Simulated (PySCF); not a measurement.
**AlH3F− (SMILES [H][Al-]([H])([H])[F]) at CCSD(T)/STO-3G**

Aim: the energy change on altering one bond length of AlH3F− at CCSD(T)/STO-3G, from 2 runs. The job is set up through a Python script.

The calculation is run with PySCF 2.14.0.

13 further runs of the same task are left out: 1 that didn't finish, 12 set aside as unsound or not needed.

## 1. The structure to begin with

AlH3F− has 5 atoms, charge -1, and is taken as a singlet. As SMILES, `[H][Al-]([H])([H])[F]`. Geometry: a GFN2-xTB relaxation, a rough one for these elements and not checked as a minimum.

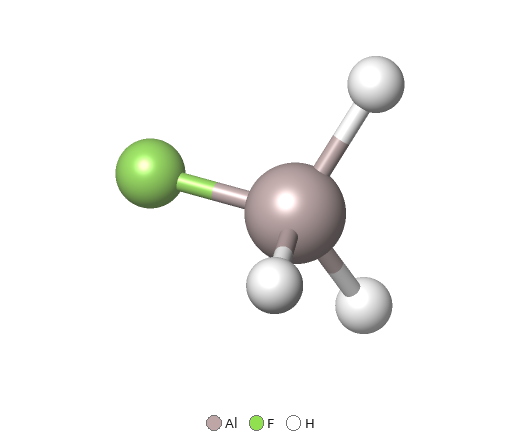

Viewed from a chosen angle; aluminium light grey, fluorine green, hydrogen white.

## 2. The energy at CCSD(T)/STO-3G

File input.py:

```python
from pyscf import gto, scf, cc

mol = gto.M(
    atom='''
Al  -0.000570   0.000210  -0.037540
F    0.011440  -0.019350   1.657940
H    1.529880   0.011490  -0.550320
H   -0.774560   1.332620  -0.519830
H   -0.766190  -1.324970  -0.550240
''',
    verbose=3,
    charge=-1,
    basis='sto-3g',
    max_memory=1860,
)

mf = scf.RHF(mol)
mf.conv_tol = 1e-10
mf.kernel()
if not mf.converged:
    mf = mf.newton().run(mf.mo_coeff, mf.mo_occ)

mycc = cc.CCSD(mf, frozen=6)
mycc.kernel()
e_t = mycc.ccsd_t()
etot = mycc.e_tot + e_t
print('Final energy', etot)
```

Launch:

```console
$ OMP_NUM_THREADS=1 python input.py
```

The program printed:

```text
converged SCF energy = -338.664556159358
E(CCSD) = -338.727021559002  E_corr = -0.06246539964397908
CCSD(T) correction = -0.00119268578027973
Final energy -338.72821424478224
```

Run time: 0.52 s. Hardware: 1 thread of Arm Neoverse V2, shared host; peak memory 0.1 GiB.

## 3. The distorted shape

File calc.py:

```python
from pyscf import gto, cc

system = gto.Mole()
system.atom = [
    ('Al', (1.392602, -2.398111, 0.830576)),
    ('F', (1.404612, -2.417671, 2.526056)),
    ('H', (2.923052, -2.386831, 0.317796)),
    ('H', (-0.774560, 1.332620, -0.519830)),
    ('H', (0.626982, -3.723291, 0.317876)),
]
system.basis = 'sto-3g'
system.max_memory = 1860
system.verbose = 3
system.charge = -1
system.build()

myscf = system.RHF()
myscf.conv_tol = 1e-10
myscf.kernel()
if not myscf.converged:
    myscf = myscf.newton().run(myscf.mo_coeff, myscf.mo_occ)

mycc = cc.CCSD(myscf, frozen=6)
mycc.kernel()
e_t = mycc.ccsd_t()
e_tot = mycc.e_tot + e_t
print('E(%s) = %.9f' % ('CCSD(T)', e_tot))
```

Launch:

```console
$ OMP_NUM_THREADS=1 python calc.py
```

The program printed:

```text
converged SCF energy = -338.367310682954
E(CCSD) = -338.4296236978879  E_corr = -0.06231301493431975
CCSD(T) correction = -0.00398179851044883
E(CCSD(T)) = -338.433605496
```

Run time: 0.74 s. Hardware: 1 thread of Arm Neoverse V2, shared host; peak memory 0.12 GiB.

## 4. Results

At CCSD(T)/STO-3G, 6 core orbitals frozen:

| quantity | value |
| --- | --- |
| first shape: total energy | -338.72821 Eh |
| first shape: HOMO energy (Hartree–Fock orbitals) | -0.99 eV |
| first shape: LUMO energy (Hartree–Fock orbitals) | 22.08 eV |
| first shape: HOMO–LUMO gap (to an unbound level, set by the basis) | 23.07 eV |
| first shape: correlation energy (6 core orbitals frozen) | -63.7 mEh |
| first shape: (T) correction | -1.19 mEh |
| first shape: T1 diagnostic | 0.009 |
| distorted shape: total energy | -338.43361 Eh |
| distorted shape: HOMO energy (Hartree–Fock orbitals) | 6.21 eV |
| distorted shape: LUMO energy (Hartree–Fock orbitals) | 9.96 eV |
| distorted shape: HOMO–LUMO gap (to an unbound level, set by the basis) | 3.75 eV |
| distorted shape: correlation energy (6 core orbitals frozen) | -66.3 mEh |
| distorted shape: (T) correction | -3.98 mEh |
| distorted shape: T1 diagnostic | 0.095 |
| energy change with the Al1–H4 bond stretched from 1.615 to 4.521 Å | 8.017 eV |

What this shows: With the Al1–H4 bond stretched from 1.615 to 4.521 Å the energy rises by 8.02 eV (185 kcal/mol). The first shape isn't relaxed at this level, so the change isn't measured from a minimum. The minimal basis adds a large error of its own. The triples (first shape) make up 1.9 % of the correlation energy. The T1 diagnostic (distorted shape) of 0.095 is above the customary mark for such species, so a single reference may not serve. The triples (distorted shape) make up 6.0 % of the correlation energy. The HOMO (distorted shape) lies at positive energy, 6.21 eV: the electron is unbound at this level or held by a compact basis; values depend on the basis.
